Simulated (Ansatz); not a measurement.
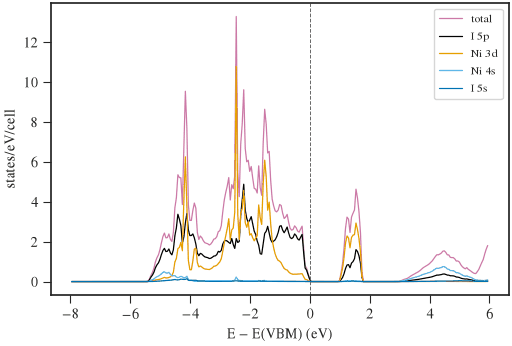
Fig. 1. Total and projected density of states of NiI₂ in space group R-3m (No. 166; Ni on 3a, I on 6c), r²SCAN+D4 (plane waves, PAW; program Ansatz)

Task: Which orbitals carry the states next to the gap?

Result: Top 1 eV of the valence band: I 5p 82 %, Ni 3d 17 %. Bottom 1 eV of the conduction band: Ni 3d 67 %, I 5p 31 %. Projections are on Löwdin-orthogonalised atomic valence shells; empty p or d shells of many metals are not among them.

Task: Where is the tallest occupied peak in this window, and what makes it?

Result: Near -2.5 eV, about 13 states/eV per cell; the largest projected share is Ni 3d.

The workflow started from an entry of the Crystallography Open Database (COD). Whether it is the stable phase at ambient conditions was not checked. Symmetry was held in the r²SCAN+D4 relaxation; its stability against distortions is not shown here. Spin order of the final state: ferromagnetic, the only order run, not a proven ground state. The cell computed holds one magnetic atom, so no antiferromagnetic order was within reach. Other orbital occupations within this spin state were not tried. No Hubbard U is applied. Spin–orbit coupling is left out wherever it is not named.

Potentials: the later of the program's two PAW sets.
